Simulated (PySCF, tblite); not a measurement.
**C₄H₅ClF₂O: geometry, infrared bands and NMR shifts**

Wanted: the infrared bands and NMR shifts of C₄H₅ClF₂O (`CCC(F)(F)C(=O)Cl`), by calculation.

Computed with tblite 0.8.0 and PySCF 2.14.0, with density-fitted response routines of our own, on a single molecule in the gas phase. Atoms are numbered from 0 throughout.

## 1. Starting geometry

13 atoms, charge 0, multiplicity 1; geometry from: force field or distance geometry start.

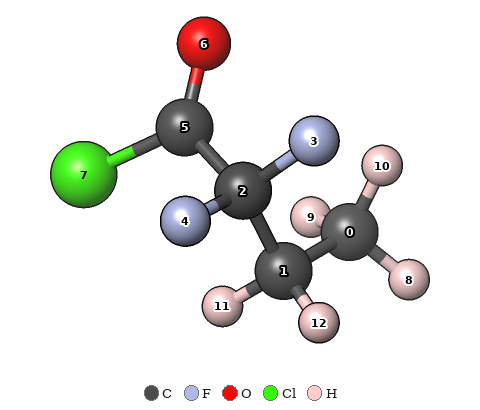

The starting geometry (carbon dark grey, fluorine light blue, oxygen red, chlorine green, hydrogen pink), atoms numbered.

## 2. Geometry optimisation with GFN2-xTB

The job: settings as JSON, then the geometry in Å.

```
{"job": {"kind": "relax", "xc": "GFN2-xTB", "basis": "xTB"}, "charge": 0, "multiplicity": 1}
C     -1.407000     0.196000     0.462900
C     -0.479300    -0.814600    -0.173600
C      0.654200    -0.065600    -0.819700
F      0.161900     0.797500    -1.813100
F      1.515200    -0.924900    -1.494200
C      1.514400     0.672300     0.139900
O      1.651600     1.906900     0.083300
Cl     2.371300    -0.265500     1.377100
H     -2.469900    -0.136600     0.449600
H     -1.082800     0.400000     1.511700
H     -1.402100     1.170700    -0.074600
H     -0.003000    -1.468400     0.619300
H     -1.029100    -1.467400    -0.869900
```

Launch:

```
OMP_NUM_THREADS=1 python probes_run.py task.json out
```

This one command runs all jobs of the session in turn.

Output:

```text
step      E/eV     max force
  0    -793.79335    5.165
  1    -793.87933    7.556
  2    -794.11553    1.260
  3    -794.14096    0.542
  4    -794.16968    0.656
  5    -794.17902    0.498
  6    -794.19070    0.226
  7    -794.19682    0.234
  8    -794.20265    0.289
  9    -794.20581    0.178
 10    -794.20843    0.137
 11    -794.21069    0.193
 12    -794.21321    0.189
 13    -794.21591    0.157
 14    -794.21893    0.184
 15    -794.22205    0.209
 16    -794.22515    0.229
 17    -794.22832    0.184
 18    -794.23161    0.153
 19    -794.23494    0.173
 20    -794.23824    0.194
 21    -794.24144    0.199
 22    -794.24420    0.177
 23    -794.24613    0.134
 24    -794.24748    0.096
 25    -794.24883    0.086
 26    -794.25019    0.095
 27    -794.25150    0.102
 28    -794.25300    0.107
 29    -794.25490    0.110
 30    -794.25702    0.119
 31    -794.25887    0.119
 32    -794.26009    0.081
 33    -794.26076    0.066
 34    -794.26132    0.087
 35    -794.26197    0.085
 36    -794.26304    0.069
 37    -794.26346    0.064
 38    -794.26394    0.068
 39    -794.26424    0.055
 40    -794.26455    0.044
 41    -794.26485    0.044
 42    -794.26517    0.051
 43    -794.26544    0.045
 44    -794.26564    0.032
 45    -794.26577    0.030
 46    -794.26589    0.035
 47    -794.26603    0.046
 48    -794.26618    0.040
 49    -794.26626    0.018
 50    -794.26630    0.016
 51    -794.26633    0.013
 52    -794.26636    0.017
 53    -794.26639    0.012
 54    -794.26641    0.016
 55    -794.26643    0.017
 56    -794.26646    0.017
 57    -794.26650    0.023
 58    -794.26656    0.020
 59    -794.26661    0.017
 60    -794.26665    0.019
 61    -794.26669    0.023
 62    -794.26675    0.025
 63    -794.26684    0.026
 64    -794.26695    0.029
 65    -794.26704    0.026
 66    -794.26713    0.025
 67    -794.26722    0.024
 68    -794.26732    0.020
 69    -794.26739    0.019
 70    -794.26743    0.014
 71    -794.26746    0.015
 72    -794.26748    0.009
```

It took 0.33 s on 1 thread of Arm Neoverse V2, shared host.

Relaxation path: (not every step is listed)

| step | energy from step 0 (eV) | largest force (eV/Å) |
| --- | --- | --- |
| 0 | 0.0000 | 5.1652 |
| 1 | -0.0860 | 7.5564 |
| 2 | -0.3222 | 1.2600 |
| 3 | -0.3476 | 0.5424 |
| 4 | -0.3763 | 0.6563 |
| 5 | -0.3857 | 0.4979 |
| 6 | -0.3973 | 0.2263 |
| 7 | -0.4035 | 0.2335 |
| 8 | -0.4093 | 0.2890 |
| 13 | -0.4226 | 0.1566 |
| 18 | -0.4383 | 0.1528 |
| 23 | -0.4528 | 0.1344 |
| 28 | -0.4597 | 0.1072 |
| 33 | -0.4674 | 0.0658 |
| 38 | -0.4706 | 0.0682 |
| 43 | -0.4721 | 0.0452 |
| 48 | -0.4728 | 0.0404 |
| 53 | -0.4730 | 0.0124 |
| 58 | -0.4732 | 0.0195 |
| 63 | -0.4735 | 0.0262 |
| 67 | -0.4739 | 0.0244 |
| 68 | -0.4740 | 0.0201 |
| 69 | -0.4740 | 0.0192 |
| 70 | -0.4741 | 0.0144 |
| 71 | -0.4741 | 0.0149 |
| 72 | -0.4741 | 0.0094 |

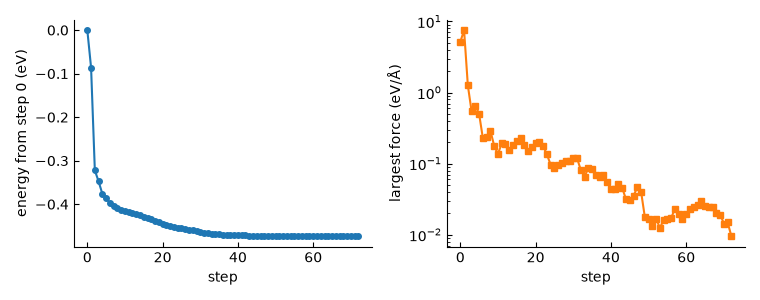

Energy and force, step by step.

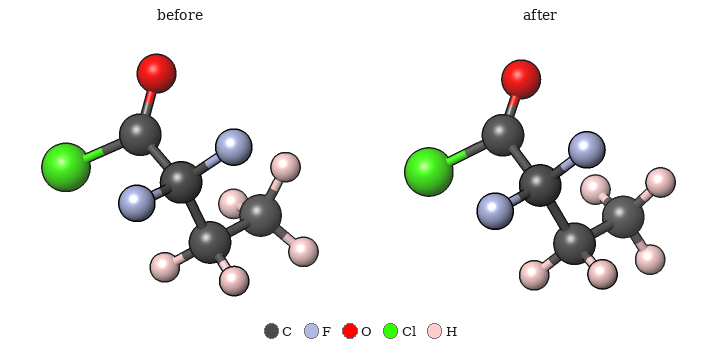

The geometry before (left) and after (right).

Distances of close pairs at the start and the end, largest changes first:

| bond | before (Å) | after (Å) | change (Å) |
| --- | --- | --- | --- |
| C5–O6 | 1.243 | 1.181 | -0.062 |
| C2–C5 | 1.485 | 1.536 | +0.051 |
| C2–F3 | 1.405 | 1.357 | -0.048 |
| C1–H11 | 1.133 | 1.091 | -0.042 |
| C2–F4 | 1.391 | 1.361 | -0.030 |
| C0–H9 | 1.117 | 1.088 | -0.029 |
| C5–Cl7 | 1.773 | 1.745 | -0.028 |
| C0–H8 | 1.114 | 1.086 | -0.027 |

The final coordinates are the input of the step that follows.

## 3. Infrared spectrum with GFN2-xTB

The job: settings as JSON, then the geometry in Å.

```
{"job": {"kind": "ir", "xc": "GFN2-xTB", "basis": "xTB"}, "charge": 0, "multiplicity": 1}
C     -1.411096     0.228641     0.488921
C     -0.502304    -0.774545    -0.210006
C      0.716294    -0.096973    -0.834253
F      0.344558     0.722536    -1.849474
F      1.530340    -1.029325    -1.400251
C      1.511125     0.729018     0.187501
O      1.538767     1.907314     0.266241
Cl     2.366842    -0.306822     1.301702
H     -2.309474    -0.273041     0.837189
H     -0.913923     0.678763     1.345048
H     -1.698832     1.020103    -0.198871
H     -0.138761    -1.532002     0.485773
H     -1.037925    -1.273181    -1.020991
```

Output:

```text
mode    cm-1     km/mol
  1      35.8      0.57
  2      77.0      0.17
  3     156.1      1.45
  4     169.7      3.13
  5     204.5      0.12
  6     263.5      1.85
  7     308.6      2.20
  8     371.5      9.89
  9     438.8     11.16
 10     451.3      1.70
 11     490.8     14.15
 12     632.8     17.13
 13     655.3     11.03
 14     812.3      4.86
 15     832.5    196.32
 16     969.5      1.47
 17     992.2     70.05
 18    1062.5     87.11
 19    1108.2     24.82
 20    1139.4     27.08
 21    1162.4     32.22
 22    1235.7     11.05
 23    1315.6     11.92
 24    1417.7      7.43
 25    1453.3      8.04
 26    1490.3      7.39
 27    1492.5      4.18
 28    1835.1    374.57
 29    2991.0      5.54
 30    3004.1     11.95
 31    3045.0     28.77
 32    3052.5      9.26
 33    3058.4     12.01
```

Run time: 0.29 s. Hardware: 1 thread of Arm Neoverse V2, shared host.

The strongest bands and the atoms that carry them (share of the mass-weighted mode):

| cm⁻¹ | km/mol | atoms |
| --- | --- | --- |
| 832 | 196.3 | C5 63 % |
| 992 | 70.0 | C2 26 %, H11 20 %, H8 19 %, F3 11 % |
| 1062 | 87.1 | C2 47 %, F4 17 %, C1 12 %, C0 12 % |
| 1108 | 24.8 | C1 29 %, C0 22 %, C2 17 %, H10 11 % |
| 1139 | 27.1 | C2 47 %, C1 20 % |
| 1162 | 32.2 | C2 35 %, C1 16 % |
| 1835 | 374.6 | C5 59 %, O6 41 % |
| 3045 | 28.8 | H9 88 % |

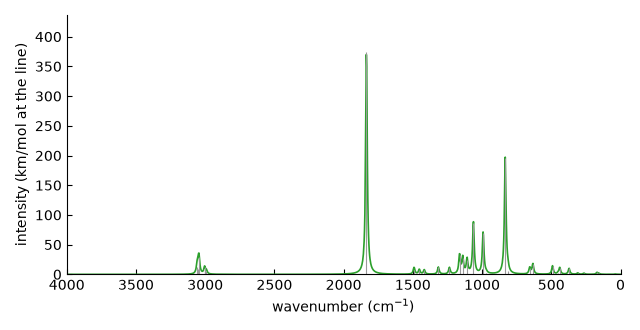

The infrared spectrum from these modes, unscaled. Lines are broadened to a width of 14 cm⁻¹ (Lorentzian).

## 4. NMR shieldings: PBE0/pcSseg-1

Same as in step 3 but for these lines:

```diff
@@ -1,2 +1,2 @@
-{"job": {"kind": "ir", "xc": "GFN2-xTB", "basis": "xTB"}, "charge": 0, "multiplicity": 1}
+{"job": {"kind": "nmr", "xc": "PBE0", "basis": "pcSseg-1"}, "charge": 0, "multiplicity": 1}
 C     -1.411096     0.228641     0.488921
```

Level: GIAO PBE0/pcSseg-1 NMR shielding, non-relativistic, gas phase.

Output:

```text
coarse grid: 12328 points
cycle   1  E = -889.5957307190  dE =  1.236e+00  |g| = 1.084e+00  |ddm| = 3.186e+00
cycle   2  E = -888.8630537118  dE =  7.327e-01  |g| = 2.299e+00  |ddm| = 2.089e+00
cycle   3  E = -889.8012286774  dE = -9.382e-01  |g| = 2.723e-01  |ddm| = 1.599e+00
cycle   4  E = -889.8139929779  dE = -1.276e-02  |g| = 1.168e-01  |ddm| = 2.975e-01
cycle   5  E = -889.8163192546  dE = -2.326e-03  |g| = 2.359e-02  |ddm| = 9.275e-02
cycle   6  E = -889.8164343411  dE = -1.151e-04  |g| = 7.099e-03  |ddm| = 2.145e-02
cycle   7  E = -889.8164452246  dE = -1.088e-05  |g| = 1.503e-03  |ddm| = 6.721e-03
cycle   8  E = -889.8164456597  dE = -4.351e-07  |g| = 4.188e-04  |ddm| = 1.680e-03
final grid: 117856 points
cycle   9  E = -889.8876809887  dE = -3.111e-05  |g| = 1.279e-02  |ddm| = 2.482e-02
cycle  10  E = -889.8875974745  dE =  8.351e-05  |g| = 2.492e-02  |ddm| = 2.309e-02
cycle  11  E = -889.8877102158  dE = -1.127e-04  |g| = 2.500e-03  |ddm| = 1.640e-02
cycle  12  E = -889.8877114741  dE = -1.258e-06  |g| = 4.827e-04  |ddm| = 1.991e-03
cycle  13  E = -889.8877115062  dE = -3.216e-08  |g| = 1.620e-04  |ddm| = 4.297e-04
cycle  14  E = -889.8877115105  dE = -4.283e-09  |g| = 3.235e-05  |ddm| = 1.267e-04
cycle  15  E = -889.8877115107  dE = -2.099e-10  |g| = 1.010e-05  |ddm| = 3.484e-05
converged SCF energy = -889.8877115107

GIAO shielding tensors (ppm)
atom      isotropic    diamagn.    paramagn.     s11        s22        s33       span
  0 C      178.085     248.633     -70.548    172.182    175.792    186.280     14.097
  1 C      152.759     250.470     -97.710    138.200    146.716    173.362     35.163
  2 C       60.817     243.195    -182.378     42.172     67.551     72.728     30.556
  3 F      305.182     473.471    -168.289    226.015    322.144    367.385    141.370
  4 F      287.584     471.490    -183.905    172.374    332.759    357.620    185.246
  5 C        8.437     252.694    -244.257    -95.643     51.358     69.595    165.238
  6 O     -279.382     396.037    -675.418   -714.701   -409.530    286.086   1000.788
  7 Cl     513.263    1146.017    -632.753     97.291    517.209    925.290    827.999
  8 H       30.577      28.544       2.033     25.811     27.452     38.467     12.656
  9 H       30.948      30.302       0.646     26.049     30.723     36.072     10.022
 10 H       30.587      30.106       0.481     25.832     29.221     36.708     10.876
 11 H       29.392      30.234      -0.842     25.663     28.879     33.635      7.972
 12 H       29.450      29.785      -0.335     25.333     28.485     34.532      9.198
```

Wall time 17 s (1 thread of Arm Neoverse V2, shared host); peak memory 0.75 GiB.

The references, computed at this level on geometries of the same kind, shield at (ppm): ¹H TMS 31.72, ¹³C TMS 186.9, ¹⁹F CFCl3 170.9, ¹⁷O H2O 336.1, ³⁵Cl HCl 950. Their shielding less the atom's gives the shift. The references are single molecules in the gas phase, so shifts against H2O, NH3, PH3, H3PO4 or CFCl3 are not on the usual liquid scales and can be off by tens of ppm. Atoms listed in one row are averaged.

| atoms | environment | σ (ppm) | δ (ppm) | δ scaled to CDCl3 |
| --- | --- | --- | --- | --- |
| C5 | carbonyl carbon | 8.4 | 178.5 | 172.3 |
| C2 | fully substituted sp3 carbon bonded to 2 F, α to a carbonyl | 60.8 | 126.1 | 121.2 |
| C1 | sp3 CH2 | 152.8 | 34.2 | 31.4 |
| C0 | methyl carbon | 178.1 | 8.8 | 6.7 |
| H11, H12 | hydrogen on an sp3 CH2 | 29.42 | 2.30 | 2.27 |
| H8, H9, H10 | hydrogen on a methyl carbon | 30.70 | 1.01 | 1.06 |
| F3, F4 | fluorine of a CF2 group | 296.4 | -125.4 | – |
| O6 | carbonyl oxygen | -279.4 | 615.5 | – |
| Cl7 | chlorine bonded to C | 513 | 437 | – |

The scaled column applies a straight-line fit of computed shieldings to shifts measured in CDCl3, with any fitted terms for Cl, Br or S neighbours, and one for carbons that bear F (root-mean-square error 0.16 ppm for H, 1.9 ppm for C).

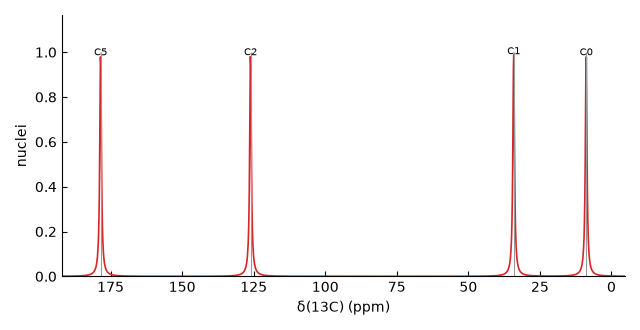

¹³C lines at the computed shifts, without couplings. Lines are broadened to a width of 0.68 ppm (Lorentzian).

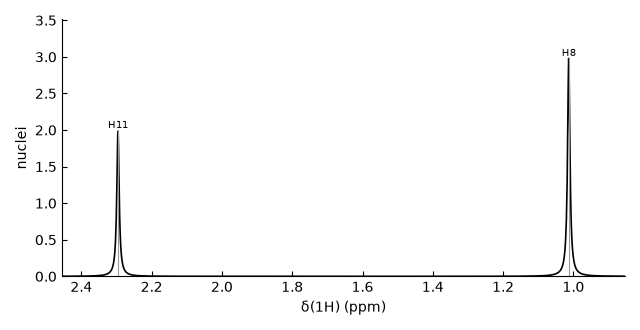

¹H lines at the computed shifts, without couplings. Lines are broadened to a width of 0.01 ppm (Lorentzian).

Charges from the same density, by scheme (e):

| atoms | Mulliken | IAO | Hirshfeld | ESP fit |
| --- | --- | --- | --- | --- |
| C0 | -0.30 | -0.43 | -0.12 | -0.23 |
| C1 | -0.27 | -0.29 | -0.09 | -0.18 |
| C2 | 0.51 | 0.53 | 0.18 | 0.49 |
| F3, F4 | -0.28 | -0.29 | -0.09 | -0.23 |
| C5 | 0.23 | 0.32 | 0.17 | 0.42 |
| O6 | -0.26 | -0.31 | -0.18 | -0.35 |
| Cl7 | -0.06 | -0.04 | -0.02 | -0.11 |

ESP fit charges:

C0 -0.23; C1 -0.18; C2 0.49; F3 -0.21; F4 -0.26; C5 0.42; O6 -0.35; Cl7 -0.11; H8 0.10; H9 0.07; H10 0.08; H11 0.07; H12 0.12

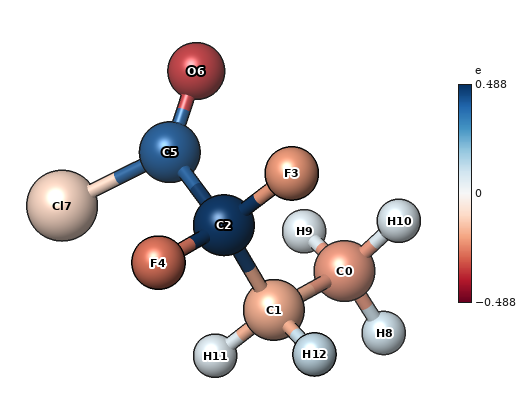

ESP fit charges, as colours on the atoms.

Mayer bond orders: C0–C1 1.05, C1–C2 1.00, C2–F3 0.96, C2–F4 0.95, C2–C5 0.84, C5–O6 2.10, C5–Cl7 0.99.

## 5. Outcome

| quantity | value |
| --- | --- |
| strongest single infrared mode (GFN2-xTB) | 1835 cm⁻¹, 375 km/mol |
| zero-point energy (GFN2-xTB) | 53.9 kcal/mol |
| ¹³C shifts against TMS (PBE0/pcSseg-1) | 178.5, 126.1, 34.2, 8.8 ppm |
| ¹H shifts against TMS (PBE0/pcSseg-1, means over atoms taken as alike) | 2.30, 1.01 ppm |
| ¹⁹F shifts against CFCl3 (PBE0/pcSseg-1, means over atoms taken as alike) | -125.4 ppm |
| ¹⁷O shifts against H2O (PBE0/pcSseg-1) | 615.5 ppm |
| ³⁵Cl shifts against HCl (PBE0/pcSseg-1) | 437 ppm |

In words: Over 72 steps the energy fell by 0.474 eV; of the close pairs, C5–O6 changed most, 1.243 to 1.181 Å. No mode is imaginary among the 33: a minimum at this level. The strongest single mode, at 1835 cm⁻¹, moves mainly C5 and O6. GFN2-xTB is a fitted tight-binding method: band positions and strengths are rough. Its intensities can rank the bands wrongly. At PBE0/pcSseg-1: The widest tensor belongs to O6: span 1001 ppm, with a paramagnetic part of -675 ppm.
